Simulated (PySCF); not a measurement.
**One shape, several levels: C6H15B (triethylborane)**

Aim: a comparison of 4 runs (BLYP/def2-SVP, PBE/def2-SVP, SVWN5/def2-SVP, revPBE/def2-SVP) of C6H15B (triethylborane). 

The calculation is run with PySCF 2.14.0.

### Step 1. The system as given

C6H15B has 22 atoms, charge 0, and is taken as a singlet. As SMILES, `CCB(CC)CC`. Geometry: relaxed at PBE0-D4/def2-TZVP.

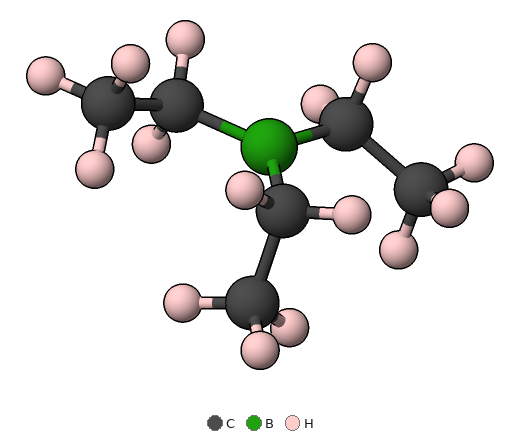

The structure, seen from a chosen angle (carbon dark grey, boron green, hydrogen pink).

### Step 2. The energy at BLYP/def2-SVP (run 1)

File job.py:

```python
from pyscf import gto, dft

mol = gto.M(
    atom='''
C     -0.873420    -2.126590    -1.404660
C     -0.260370    -0.749010    -1.624670
B      0.212770     0.082420    -0.377120
C      0.214940     1.650390    -0.507380
C      1.018640     2.469940     0.492670
C      0.623380    -0.617940     0.969640
C     -0.592860    -0.600330     1.911370
H     -0.232820    -2.760730    -0.787180
H     -1.839780    -2.054050    -0.898660
H     -1.042210    -2.653110    -2.347400
H      0.678100    -0.861380    -2.198260
H     -0.897730    -0.143500    -2.280320
H     -0.852160     1.923550    -0.438870
H      0.477270     1.928370    -1.536770
H      0.905070     3.544520     0.327830
H      0.711400     2.263920     1.521200
H      2.086020     2.242010     0.426060
H      1.450860    -0.094440     1.459600
H      0.939100    -1.655440     0.823090
H     -1.442310    -1.136870     1.480690
H     -0.360230    -1.072380     2.868830
H     -0.923660     0.420670     2.120310
''',
    spin=0,
    max_memory=1860,
    basis='def2-svp',
    verbose=4,
)

ks = dft.RKS(mol, xc='blyp')
ks.grids.level = 5
ks.conv_tol = 1e-10
ks.kernel()
if not ks.converged:
    ks = ks.newton().run(ks.mo_coeff, ks.mo_occ)

e_tot = ks.e_tot
print('E(%s) = %.9f' % ('BLYP', e_tot))
```

On the command line:

```
$ OMP_NUM_THREADS=1 python job.py
```

What it wrote:

```text
PySCF version 2.14.0

[... 94 lines left out ...]
converged SCF energy = -262.142008175255
E(BLYP) = -262.142008175
```

Wall time 2.7 min (1 thread of AMD EPYC (Zen 3), shared host); peak memory 1.5 GiB.

### Step 3. The energy at PBE/def2-SVP (run 2)

File mol.xyz:

```xyz
22

C     -0.873420    -2.126590    -1.404660
C     -0.260370    -0.749010    -1.624670
B      0.212770     0.082420    -0.377120
C      0.214940     1.650390    -0.507380
C      1.018640     2.469940     0.492670
C      0.623380    -0.617940     0.969640
C     -0.592860    -0.600330     1.911370
H     -0.232820    -2.760730    -0.787180
H     -1.839780    -2.054050    -0.898660
H     -1.042210    -2.653110    -2.347400
H      0.678100    -0.861380    -2.198260
H     -0.897730    -0.143500    -2.280320
H     -0.852160     1.923550    -0.438870
H      0.477270     1.928370    -1.536770
H      0.905070     3.544520     0.327830
H      0.711400     2.263920     1.521200
H      2.086020     2.242010     0.426060
H      1.450860    -0.094440     1.459600
H      0.939100    -1.655440     0.823090
H     -1.442310    -1.136870     1.480690
H     -0.360230    -1.072380     2.868830
H     -0.923660     0.420670     2.120310
```

File job.py:

```python
from pyscf import gto, dft

mol = gto.Mole()
mol.atom = 'mol.xyz'
mol.verbose = 3
mol.max_memory = 1860
mol.spin = 0
mol.basis = 'def2-svp'
mol.charge = 0
mol.build()

ks = dft.RKS(mol)
ks.xc = 'pbe'
ks.conv_tol = 1e-10
ks.grids.level = 5
ks.kernel()
if not ks.converged:
    ks = ks.newton().run(ks.mo_coeff, ks.mo_occ)

e_tot = ks.e_tot
print('E = %.10f Eh' % e_tot)
```

On the command line:

```
$ OMP_NUM_THREADS=1 python job.py
```

What it wrote:

```text
converged SCF energy = -261.939607576382
E = -261.9396075764 Eh
```

It took 2.8 min on 1 thread of AMD EPYC (Zen 3), shared host; peak memory 1.5 GiB.

Run 3 isn't shown in full; the table further down has it.

### Step 4. A single-point energy at revPBE/def2-SVP (run 4)

File job.py:

```python
from pyscf import gto, dft

mol = gto.M(
    atom='''
C   -0.873420  -2.126590  -1.404660
C   -0.260370  -0.749010  -1.624670
B    0.212770   0.082420  -0.377120
C    0.214940   1.650390  -0.507380
C    1.018640   2.469940   0.492670
C    0.623380  -0.617940   0.969640
C   -0.592860  -0.600330   1.911370
H   -0.232820  -2.760730  -0.787180
H   -1.839780  -2.054050  -0.898660
H   -1.042210  -2.653110  -2.347400
H    0.678100  -0.861380  -2.198260
H   -0.897730  -0.143500  -2.280320
H   -0.852160   1.923550  -0.438870
H    0.477270   1.928370  -1.536770
H    0.905070   3.544520   0.327830
H    0.711400   2.263920   1.521200
H    2.086020   2.242010   0.426060
H    1.450860  -0.094440   1.459600
H    0.939100  -1.655440   0.823090
H   -1.442310  -1.136870   1.480690
H   -0.360230  -1.072380   2.868830
H   -0.923660   0.420670   2.120310
''',
    max_memory=1860,
    verbose=4,
    charge=0,
    basis='def2-svp',
)

calc0 = dft.RKS(mol)
calc0.xc = 'revpbe'
calc0.conv_tol = 1e-10
calc0.grids.level = 5
calc0.kernel()
if not calc0.converged:
    calc0 = calc0.newton().run(calc0.mo_coeff, calc0.mo_occ)

e_final = calc0.e_tot
print(f'total energy: {e_final:.8f} hartree')
```

On the command line:

```
$ OMP_NUM_THREADS=1 python job.py
```

What it wrote:

```text
PySCF version 2.14.0

[... 94 lines left out ...]
converged SCF energy = -262.247839243745
total energy: -262.24783924 hartree
```

Wall time 2.9 min (1 thread of AMD EPYC (Zen 3), shared host); peak memory 1.5 GiB.

### Step 5. The series

```
run            level  energy (Eh)  dipole moment (D)  HOMO energy (eV)  LUMO energy (eV)  wall time
  1    BLYP/def2-SVP  -262.142008               0.09             -6.32             -0.91    2.7 min
  2     PBE/def2-SVP  -261.939608               0.10             -6.42             -1.09    2.8 min
  3   SVWN5/def2-SVP  -259.776186               0.13             -6.47             -1.33    1.9 min
  4  revPBE/def2-SVP  -262.247839               0.09             -6.39             -0.98    2.9 min
```

### Step 6. Results

| quantity | value |
| --- | --- |
| run 4: total energy | -262.24784 Eh |
| run 4: dipole moment | 0.09 D |
| run 4: HOMO energy | -6.39 eV |
| run 4: LUMO energy | -0.98 eV |
| run 4: HOMO–LUMO gap | 5.41 eV |

**Reading.** The dipole moment (its size) runs from 0.09 D (BLYP/def2-SVP) to 0.13 D (SVWN5/def2-SVP). The HOMO–LUMO gap runs from 5.15 eV (SVWN5/def2-SVP) to 5.41 eV (revPBE/def2-SVP). Totals of different functionals can't be ranked against each other. All runs together took 10 min, the longest 2.9 min.
